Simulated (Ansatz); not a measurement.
Input file:

```
crystal:
  periodic: [false, false, false]
  atoms:
    - { symbol: Si, position_ang: [0.0, 0.0, 0.0] }
    - { symbol: Si, position_ang: [0.0, 0.0, 2.22] }
    - { symbol: H, position_ang: [-1.3148, -0.4067, 2.7074] }
    - { symbol: H, position_ang: [1.0096, -0.9353, 2.7074] }
    - { symbol: H, position_ang: [0.3052, 1.342, 2.7074] }
    - { symbol: H, position_ang: [1.3768, 0.0, -0.4862] }
    - { symbol: H, position_ang: [-0.6877, 1.1914, -0.4862] }
    - { symbol: H, position_ang: [-0.6877, -1.1914, -0.4862] }
basis:
  gaussian: { orbitals: def2-SVP }
hamiltonian:
  xc: { name: BHLYP }
  dispersion: d4
relax:
  f_tol: 0.02
  max_steps: 40
output:
  orbitals: {}
```

Launched as:

```sh
ansatz run input.yaml --threads 1 --pin off --max-ram 2048MiB --backend cpu --events-out ev --progress --plain --runs-dir out
```

The fields are those of the run's last geometry, not of the input's.

Computed with RKS BHLYP-D4/def2-SVP in Ansatz 0.2.0.

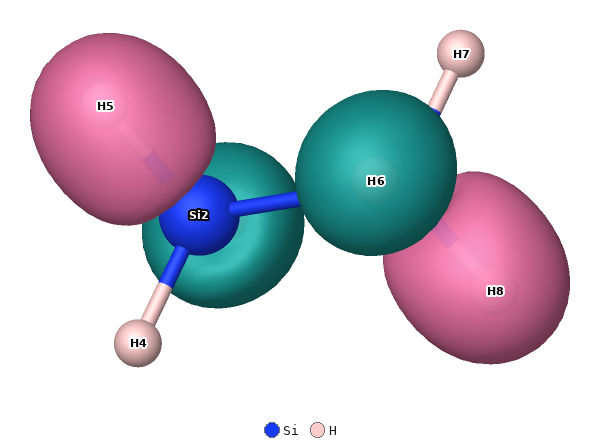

H$_{6}$Si$_{2}$. The HOMO−1 at ±0.15 Å⁻³ᐟ² (teal and pink are the two phases), seen at a tilt.

Where does this orbital lie, and at what energy?

It lies mainly on Si1 (about 20 %), Si2 (about 20 %), H3 (about 15 %), H5 (about 15 %), H6 (about 15 %) and H8 (about 15 %); it is gerade (even under inversion). It is one of a degenerate set, so its orientation is arbitrary. Its energy is −10.85 eV.
